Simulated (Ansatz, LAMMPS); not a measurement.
# Settings and their price: liquid mixture of sulfolane and H2O at 260 K (192 atoms)

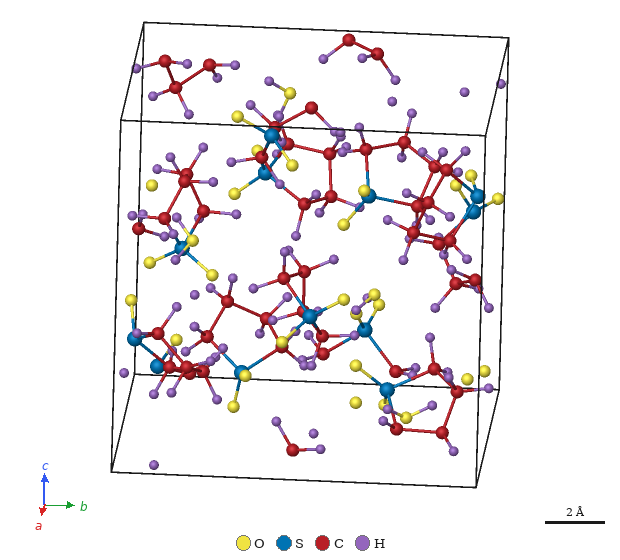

The cell (oxygen yellow, sulfur blue, carbon red, hydrogen purple). Bonds to atoms that aren't drawn are left out. Some periodic images of atoms are drawn too.

Density of this cell: 1.29 g/cm³. The cell holds 192 atoms: 28 O, 12 S, 48 C and 104 H. Cell: a = 12.507 Å, b = 12.507 Å, c = 12.507 Å, α = 90.0°, β = 90.0°, γ = 90.0°. 12 sulfolane, 4 H2O placed at random, at 1.28 g/cm³; overlaps pushed apart, then 10 ps at 450 K with MMFF94 bonds, angles, torsions, charges and radii (Halgren, J. Comput. Chem. 17, 490 (1996)) in harmonic and 12-6 forms; SPC/E water (Berendsen, Grigera and Straatsma, J. Phys. Chem. 91, 6269 (1987)). Snapshot after 20 ps at 260 K and fixed volume.

Geometry: as built.

Reference run: Kohn-Sham DFT, PBE+D4, PAW (set soft_2), plane waves (Ansatz 0.2.0), cutoff 750 eV, Γ point, gaussian smearing of 0.05 eV.

| Item | Value |
| --- | --- |
| r.m.s. force component | 0.8528 eV/Å |
| gap (highest filled to lowest empty level) | 4.716 eV |
| SCF cycles | 11 |
| time | 18 s on 8 threads of AMD EPYC 9R14 (Zen 4), shared host |

Q: Estimate how much each variant changes the results, and its time and memory.
- support functions medium
- support functions low
- support functions high
- support functions medium, radius 3.3 Å
- support functions medium, radius 3.57 Å
- support functions medium, radius 3.81 Å
- support functions medium, radius 4.08 Å
- support functions medium, radius 4.59 Å
- support functions medium, radius 5.1 Å

Each row is set against the run with plane waves at 750 eV (Kohn-Sham DFT, PBE+D4, PAW (set soft_2), plane waves; r.m.s. force component 0.853 eV/Å). Energies are set beside the reference only for runs with its functional, potentials and electron count. Times are for 8 threads of AMD EPYC 9R14 (Zen 4), shared host.

```tsv
run	Δ force, r.m.s. (meV/Å)	share of r.m.s. force (%)	Δ energy (meV/atom)	Δ gap (eV)	cycles	time	host memory (GiB)
reference	-	-	-	-	11	18 s	5.9
support functions medium	0.825	0.0968	-0.432	-8.0e-4	14	53 s	4.7
support functions low	1.00	0.117	-0.431	3.0e-4	12	47 s	4.7
support functions high	0.637	0.0746	-0.489	2.0e-4	18	4.2 min	12
support functions medium, radius 3.3 Å	0.892	0.105	-0.432	-9.0e-4	14	50 s	4.5
support functions medium, radius 3.57 Å	0.744	0.0873	-0.432	-6.0e-4	14	57 s	5.1
support functions medium, radius 3.81 Å	0.692	0.0812	-0.432	-5.0e-4	14	77 s	5.5
support functions medium, radius 4.08 Å	0.674	0.079	-0.432	-4.0e-4	14	92 s	6.1
support functions medium, radius 4.59 Å	0.677	0.0794	-0.432	-5.0e-4	14	2.3 min	7.5
support functions medium, radius 5.1 Å	0.673	0.0789	-0.432	-4.0e-4	14	3.5 min	9.5
```

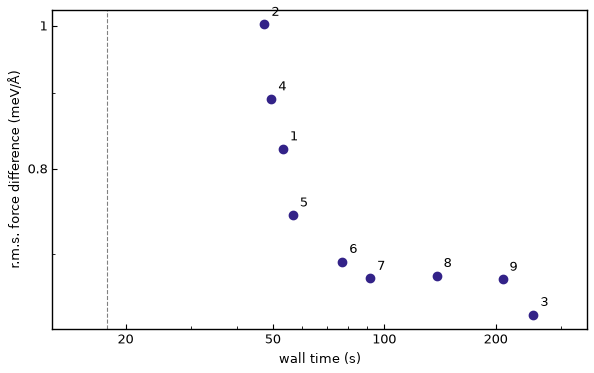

Force difference from the reference against wall time; the dashed line marks the reference's time. Points: 1 support functions medium; 2 support functions low; 3 support functions high; 4 support functions medium, radius 3.3 Å; 5 support functions medium, radius 3.57 Å; 6 support functions medium, radius 3.81 Å; 7 support functions medium, radius 4.08 Å; 8 support functions medium, radius 4.59 Å; 9 support functions medium, radius 5.1 Å.

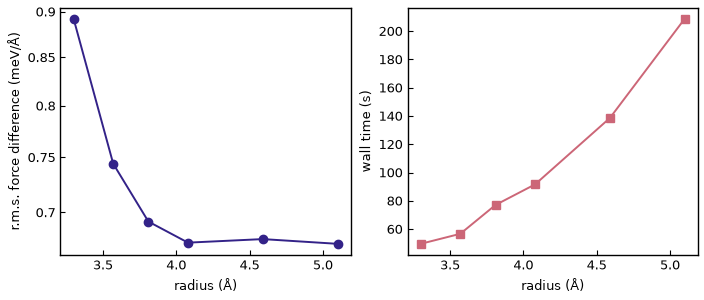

Force difference and time against the radius.

Among numerical settings the force difference runs from 0.64 meV/Å (support functions high) to 1.0 meV/Å (support functions low). At 192 atoms the fastest of the runs at a preset level, support functions low, takes 2.7 times the time of plane waves, in 12 SCF cycles against 11. Differences between support functions and plane waves include what basis error the plane-wave run still has. As the radius goes from 3.3 to 5.1 Å, the force difference goes from 0.89 to 0.67 meV/Å, and the time from 50 s to 3.5 min. 

[Logs are printed without paths, hosts, clocks, repeated set-up lines and the standing remarks that a program may print on its own settings, such as how far it seeks lower states.]

[Hosts, paths, dates, database ids (printed as entryN), source tags and the programs' standing remarks are cut or masked in the printed files.]

[The MMFF94 radii named for the starting cell were scaled by 0.96; in molecules described by MMFF94, hydrogen bound to N, O or S took a small fixed 12-6 site in their place.]
